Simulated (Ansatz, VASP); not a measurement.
# Cross-check of AsP between VASP and Ansatz, part 2 of 2

Wanted: the spread between two codes on one cell, functional and k mesh. The cell is generated by rule, not measured, and may not be a known phase. The cell comes out of the VASP series on this material, whose earlier steps may have relaxed, scaled or displaced it; both programs get it as it stands.

VASP 6.6.1 and Ansatz 0.2.0.

So far. Step 2 (VASP: band structure, HSE06): The run ends at a pressure of 1.17 GPa.

The structure was built from a prototype and need not be the compound's stable phase.

### 3. Ansatz: band structure, HSE06

Level of this step: Ansatz beside VASP: Kohn-Sham DFT, plane waves, HSE06 (Ansatz).

Ansatz runs on its default PAW (the set named soft_2) files.

The same cell, functional, mesh and smearing now go to Ansatz, which takes its cutoff from its data sets.

File input.yaml:

```yaml
crystal:
  lattice:
    - [3.21295, 0.0, 0.0]
    - [0.0, 3.21295, 0.0]
    - [0.0, 0.0, 3.21295]
  atoms:
    - { symbol: As, position: [0.0, 0.0, 0.0] }
    - { symbol: P, position: [0.5, 0.5, 0.5] }
hamiltonian:
  xc: { exchange: pbe, correlation: pbe, exx: { coeff: 0.25, omega: 0.2 } }
  pseudopotentials: { kind: paw }
kpoints:
  mp_grid: { grid: [4, 4, 4] }
  band_path:
    path:
      - [0.0, 0.0, 0.0]
      - [0.0, 0.28571, 0.0]
      - [0.0, 0.5, 0.0]
      - [0.28571, 0.5, 0.0]
      - [0.42857, 0.42857, 0.0]
      - [0.14286, 0.14286, 0.0]
      - [0.07143, 0.07143, 0.07143]
      - [0.35714, 0.35714, 0.35714]
      - [0.35714, 0.5, 0.35714]
      - [0.07143, 0.5, 0.07143]
      - [0.5, 0.5, 0.14286]
      - [0.5, 0.5, 0.5]
    npoints: 1
scf:
  occupations: { method: gaussian, width: 0.02 }
  n_extra_bands: 7
output:
  forces: true
  stress: true
  eigenvalues: true
```

Launch:

```sh
> ansatz run input.yaml --threads 4 --pin off --max-ram 9216MiB --backend cpu --events-out ev --progress --plain --runs-dir out
```

Numbers of over 12 decimals in the logs are rounded to 6 here.

The log of the run:

```text
Warning: output.stress: scf.convergence.dr2_threshold = 1e-7 eV (the SCF's general default) is looser than the 2e-10 eV advised for a printed stress (1e-10 eV for each atom of the cell: 2). What an SCF threshold leaves in a stress goes as its square root, and in the free energy as the threshold itself, and one threshold admits the most on a small cell: [figures from the program's tests cut] Set scf.convergence.dr2_threshold to 2e-10 eV or tighter. The threshold is an SCF's pass mark: one that does not reach it within its budget of iterations ends unconverged, or closes short of it on a stop that the run arms, and scf.convergence.dr2_threshold's page says what that costs each kind of run
Warning: output.stress: scf.exx.energy_threshold = 1e-6 eV is looser than the 2e-8 eV advised for a stress under a hybrid functional (1e-8 eV for each atom of the cell: 2). Every SCF of the exchange loop can meet its threshold on dr2 while the loop round them stops early: no threshold on dr2 bounds what that leaves in the stress. Set scf.exx.energy_threshold to 2e-8 eV or tighter. The threshold is the loop's pass mark: a loop that does not reach it within its budget of cycles ends unconverged, and scf.exx.energy_threshold's page has the law
scf.n_extra_bands = 7 over 10 filled bands (N_el = 20.0): the run solves 17 bands
Engine: ansatz 0.2.0, x86_64-unknown-linux-gnu
Pseudopotentials: kind: paw
Pseudopotential: As, paw, valence charge 15, recommended cutoff 420 eV (normal), As.paw.azcp
Pseudopotential: P, paw, valence charge 5, recommended cutoff 420 eV (normal), P.paw.azcp
Functional definition: unnamed
  parameter a_1 = 0.25
  parameter omega_1 = 0.2/angstrom
  exchange = pbe_x + (-a_1)*pbe_x_sr(omega_1) + a_1*exact_x_sr(omega_1)
  correlation = pbe_c
Crystal: 2 atoms, lattice volume = 33.167 Å³
Basis set: ecut = 420 eV, 619 PW (Γ), exchange–correlation on 48×48×48 points (8 copies of the dense FFT grid, shifted against one another)
Bands: 17, of which v1, the nominal top of the filled ones, is band 10 counted from 1 (9 counted from 0)
Symmetry: 48 space group operations
Space group: Pm-3m (ITA 221), of the structure as read, at distance tolerance 3.2e-5 Å
k-points: 10 of 64
Non-local potential: As, projectors of the file, l = 0: 2, l = 1: 2, l = 2: 3, l = 3: 1
Non-local potential: P, projectors of the file, l = 0: 2, l = 1: 2, l = 2: 2
PAW form: soft (Blöchl's): semilocal exchange-correlation on the pseudo side does not see the compensation charge
PAW frozen core: As, regenerated for the run's functional, and the local potential with it (the file was generated under x = pbe(κ = 0.804, μ = 0.219515), c = pbe(β = 0.066725))
PAW frozen core: P, regenerated for the run's functional, and the local potential with it (the file was generated under x = pbe(κ = 0.804, μ = 0.219515), c = pbe(β = 0.066725))
PAW one-centre angular grid: As, 590 points (default); XC on 64 Gauss nodes
PAW one-centre angular grid: P, 110 points (default); XC on 64 Gauss nodes
Initial density: superposition of atomic densities (neutral atoms: chi_scale 0, normalization atom), corrected by the library's trained network
Initial wavefunctions: pseudopotential atomic-orbital guess
Functional: x = pbe(κ = 0.804, μ = 0.219515), c = pbe(β = 0.066725), warm-up for x = pbe(κ = 0.804, μ = 0.219515) + 0.25 (exact − pbe) at short range (hse, ω = 0.2 Å⁻¹), c = pbe(β = 0.066725)
SCF iter   1: F=—  HF=-5610.625614 eV  |F-HF|=—  |Δ(HF+E_count)|=         —  Δρ=3.81e-3  dr2=3.78e-3  ethr=1.77e-3  ⟨swp⟩=8.7  Hψ=758  notcnv=0
preconditioner: auto → none  [insulator: Δε(μ)=0.276 eV  Ē_g=13.332 eV  σ=0.020 eV  W_gap=1.00  n_scr=6 (ndim 8)  ℏωp=20.4 eV  f_vac=0.000  D(μ)=0.00/eV (n_scr^D=0)]
SCF iter   2: F=—  HF=-5610.625129 eV  |F-HF|=—  |Δ(HF+E_count)|=   4.85e-4  Δρ=1.80e-3  dr2=7.46e-4  ethr=1.89e-5  ⟨swp⟩=4.4  Hψ=391  notcnv=0  defer=3
iter 3 solved again at ethr=1.47e-8 eV; its pass at ethr=3.73e-6 eV (dr2=2.95e-6 eV) is discarded
SCF iter   3: F=—  HF=-5610.625089 eV  |F-HF|=—  |Δ(HF+E_count)|=   4.02e-5  Δρ=1.09e-4  dr2=2.76e-6  ethr=1.47e-8  ⟨swp⟩=4.0  Hψ=703  notcnv=0  defer=1
SCF iter   4: F=—  HF=-5610.625083 eV  |F-HF|=—  |Δ(HF+E_count)|=   5.58e-6  Δρ=5.97e-5  dr2=5.81e-7  ethr=1.38e-8  ⟨swp⟩=4.1  Hψ=416  notcnv=0  defer=1
SCF iter   5: F=-5610.625084 eV  HF=-5610.625084 eV  |F-HF|=2.20e-8  |Δ(HF+E_count)|=   6.80e-7  Δρ=5.88e-6  dr2=1.09e-8  ethr=2.90e-9  ⟨swp⟩=3.1  Hψ=353  notcnv=0  defer=1
SCF 1 converged in 5 iterations: F = -5610.625084 eV  dr2 = 1.09e-8
  greatest PAW one-centre occupation: 0.999 electrons in one spin orbital (limit 2), on the As atom at site 0 (counted from 0), in its partial waves of l = 2
Initial density: handed on by an earlier stage of this run
Initial wavefunctions: those handed on with the density
Functional: x = pbe(κ = 0.804, μ = 0.219515) + 0.25 (exact − pbe) at short range (hse, ω = 0.2 Å⁻¹), c = pbe(β = 0.066725)
Exchange kernel: α = 0.2500, screened, ω = 0.2000 Å⁻¹, Wigner–Seitz truncation, v(0) = 1067.6357 eV·Å³, q-mesh 4×4×4, nearest image of the exchange supercell L = 12.85 Å, pair-density grid 15×15×15, without the augmentation charges, whose exchange is taken in its separable form by FFT convolution over the k-point mesh (sized by the pseudopotential files, 24×24×24 at the most), smooth part of the exact exchange by density-matrix convolution
Frozen-core exchange: fock
iter 1 solved again at ethr=2.74e-5 eV; its pass at ethr=1.00e-1 eV (dr2=5.48e-3 eV) is discarded
SCF iter   1: F=—  HF=-5611.880660 eV  |F-HF|=—  |Δ(HF+E_count)|=         —  Δρ=5.76e-3  dr2=6.91e-3  ethr=2.74e-5  ⟨swp⟩=4.2  Hψ=898  notcnv=0
preconditioner: auto → none  [insulator: Δε(μ)=0.354 eV  Ē_g=14.849 eV  σ=0.020 eV  W_gap=1.00  n_scr=6 (ndim 8)  ℏωp=20.4 eV  f_vac=0.000  D(μ)=0.00/eV (n_scr^D=0)]
SCF iter   2: F=—  HF=-5611.872761 eV  |F-HF|=—  |Δ(HF+E_count)|=   7.90e-3  Δρ=2.50e-3  dr2=2.24e-3  ethr=2.74e-5  ⟨swp⟩=3.0  Hψ=435  notcnv=0
SCF iter   3: F=—  HF=-5611.872201 eV  |F-HF|=—  |Δ(HF+E_count)|=   5.60e-4  Δρ=9.07e-4  dr2=3.94e-4  ethr=8.08e-6  ⟨swp⟩=2.8  Hψ=342  notcnv=0
SCF iter   4: F=—  HF=-5611.875020 eV  |F-HF|=—  |Δ(HF+E_count)|=   2.82e-3  Δρ=6.93e-4  dr2=9.84e-5  ethr=1.03e-6  ⟨swp⟩=4.0  Hψ=463  notcnv=0
SCF iter   5: F=—  HF=-5611.874958 eV  |F-HF|=—  |Δ(HF+E_count)|=   6.23e-5  Δρ=4.40e-5  dr2=4.63e-6  ethr=4.82e-7  ⟨swp⟩=3.0  Hψ=323  notcnv=0
SCF iter   6: F=—  HF=-5611.874981 eV  |F-HF|=—  |Δ(HF+E_count)|=   2.36e-5  Δρ=7.80e-5  dr2=3.73e-6  ethr=1.75e-9  ⟨swp⟩=4.0  Hψ=513  notcnv=0
SCF iter   7: F=-5611.874980 eV  HF=-5611.874980 eV  |F-HF|=4.45e-9  |Δ(HF+E_count)|=   1.26e-6  Δρ=9.32e-6  dr2=2.14e-7  ethr=1.75e-9  ⟨swp⟩=3.2  Hψ=369  notcnv=0
SCF 2 stopped early in 7 iterations: F = -5611.874980 eV  dr2 = 2.14e-7
hybrid outer 1: dexx = +3.297e-3 eV, tail = 3.07e-5 eV
Exchange kernel: α = 0.2500, screened, ω = 0.2000 Å⁻¹, Wigner–Seitz truncation, v(0) = 1067.6357 eV·Å³, q-mesh 4×4×4, nearest image of the exchange supercell L = 12.85 Å, pair-density grid 15×15×15, without the augmentation charges, whose exchange is taken in its separable form by FFT convolution over the k-point mesh (sized by the pseudopotential files, 24×24×24 at the most), smooth part of the exact exchange by density-matrix convolution
Frozen-core exchange: fock
SCF iter   1: F=—  HF=-5611.875116 eV  |F-HF|=—  |Δ(HF+E_count)|=         —  Δρ=3.93e-5  dr2=2.54e-7  ethr=7.67e-7  ⟨swp⟩=2.4  Hψ=344  notcnv=0
preconditioner: auto → none  [insulator: Δε(μ)=0.344 eV  Ē_g=14.852 eV  σ=0.020 eV  W_gap=1.00  n_scr=6 (ndim 8)  ℏωp=20.4 eV  f_vac=0.000  D(μ)=0.00/eV (n_scr^D=0)]
SCF iter   2: F=—  HF=-5611.875116 eV  |F-HF|=—  |Δ(HF+E_count)|=   3.38e-7  Δρ=1.15e-5  dr2=3.32e-8  ethr=1.10e-9  ⟨swp⟩=4.0  Hψ=423  notcnv=0
SCF iter   3: F=-5611.875117 eV  HF=-5611.875117 eV  |F-HF|=8.77e-9  |Δ(HF+E_count)|=   7.53e-8  Δρ=3.17e-6  dr2=2.87e-9  ethr=6.54e-11  ⟨swp⟩=4.1  Hψ=433  notcnv=0
SCF 3 converged in 3 iterations: F = -5611.875117 eV  dr2 = 2.87e-9
  Residual-converged pass: ⟨swp⟩=2.3  Hψ=227  notcnv=0  max |occ|·‖R‖ = 2.3e-6 eV (tolerance 2.4e-6 eV)  dr2=2.88e-9  dr2_onsite=1.02e-8  max |Δocc| = 1.2e-41
hybrid outer 2: dexx = +1.559e-7 eV, tail = 4.02e-8 eV, Δε = 1.79e-3 eV (about 1.27e-4 eV left of the loop's levels)
NSCF: frozen V_eff on 12 k-points
hybrid SCF converged: 2 outer / 10 inner (+5 warm-up), last move |dexx| = 1.56e-7 eV, tail = 4.02e-8 eV
Stability not checked: this state was not tested for a lower state beside it, because the functional holds exact exchange (a hybrid, or Hartree-Fock), whose exchange loop this test does not read (fock_operator; see scf.lower_state_search)
Free energy (F): -5611.875117 eV
Frozen-core exchange: fock
Harris-Foulkes:  -5611.875117 eV  (|F-HF|=8.77e-9)
Internal energy: -5611.875117 eV  (E = F + TS)
E sigma→0 (E₀):  -5611.875117 eV
Fermi energy:    12.499393 eV
--- Per-component energies (eV) ---
  E_band       = -231.858419
  E_kinetic    = 170.051408
  E_local      = -1677.544048  (includes V_loc(G=0)·N_el)
  E_nonlocal   = -638.569804
  E_hartree    = 937.134141
  E_xc         = -114.143304
  E_vxc        = -113.104641  (∫ρ·V_xc dr)
  E_exx        = -68.789111  (= α·E_x^exact, valence–valence)
  E_paw        = -2360.114691  (= ΣΔE_a)
  E_vpaw       = 290.619266  (= ΣTr[D̂ρ^β])
  E_aug_tail   = 0.000012  (compensation charges beyond the density's cutoff)
  E_ewald      = -1859.063867
  E_core_change = -0.835852  (= ΣΔE_core)
  E_smearing   = -0.000000  (= −TS)
  E_closure    = 0.000000  (closes the sum)
  Σ components = -5611.875117   (vs F -5611.875117, Δ=9.09e-13)
--- Forces (eV/Å), atoms counted from 1 ---
  atom   1  As     0.00000000    -0.00000000     0.00000000
  atom   2  P      0.00000000    -0.00000000     0.00000000
  max |Σ_I F_I| component: 3.29e-31 eV/Å
--- Stress (GPa, compression-positive) ---
        1.721987       0.000000       0.000000
        0.000000       1.721987       0.000000
        0.000000       0.000000       1.721987
  P = ⅓ Tr σ = 1.7220 GPa (17.220 kbar)
--- Band table (eV; the first three rows and the last of 10) ---
  k-point 0: bands = [... 6 lower, 5.9172, 9.1437, 9.1437, 9.1437, 15.5553, 15.5553, 19.4070, 19.4070, ... 3 higher]
  k-point 1: bands = [... 6 lower, 2.5264, 9.9482, 10.1223, 10.1223, 16.4698, 16.5004, 16.8288, 16.8288, ... 3 higher]
  k-point 2: bands = [... 6 lower, -1.6051, 12.3279, 12.6718, 12.6718, 12.7749, 13.1663, 13.1663, 18.6635, ... 3 higher]
  k-point 9: bands = [... 6 lower, 2.6564, 7.8938, 7.8938, 7.8938, 7.8976, 7.8976, 7.8976, 30.8498, ... 3 higher]
```

Wall time 8.3 s (4 threads of Intel Xeon 6975P-C (Granite Rapids), shared host); peak memory 0.69 GiB.

### 4. Side by side

Known differences besides the PAW data sets themselves: exact exchange at q = 0 is treated differently, which shows on coarse meshes; VASP keeps PBE cores, Ansatz makes them for the functional; the data sets hold 20 valence electrons in Ansatz (default PAW (the set named soft_2) files) and 10 in VASP; the cutoff is 420 eV in Ansatz and 400 eV in VASP; VASP takes a coarser grid for exact exchange (PRECFOCK = Fast). Total energies have different zeros and are not compared.

The two programs side by side:

| quantity | Ansatz | VASP | difference |
| --- | --- | --- | --- |
| pressure (GPa) | 1.72 | 1.17 | +0.55 |

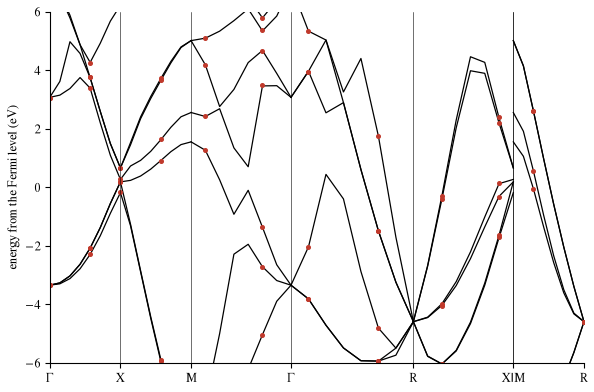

Bands from VASP (lines) and levels from Ansatz (dots). Dots without a line are higher empty bands that the VASP plot leaves out.

Levels from 3 eV below to 2 eV above the Fermi level differ by 8 meV r.m.s. and 17 meV at most; each VASP level is matched to the nearest of Ansatz, which flatters the figure a little.

### 5. Results

```yaml
r_m_s_difference_of_levels_near_the_fermi_level_band_structure_hse06: 8.2 meV
difference_in_pressure_band_structure_hse06: 0.55 GPa
```

The difference in pressure is 0.55 GPa (band structure, HSE06), within the 1 GPa picked in this series as the mark of a large difference. Differences of this kind measure data sets and numerical settings, not the functional's error against experiment.

[Lines on the potential files, build, host, timing and source positions are cut from VASP's logs without a mark.]

[Logs are printed without paths, hosts, clocks, repeated set-up lines and the standing remarks that a program may print on its own settings, such as how far it seeks lower states.]

[Hosts, paths, dates, database ids (printed as entryN), source tags and the programs' standing remarks are cut or masked in the printed files.]
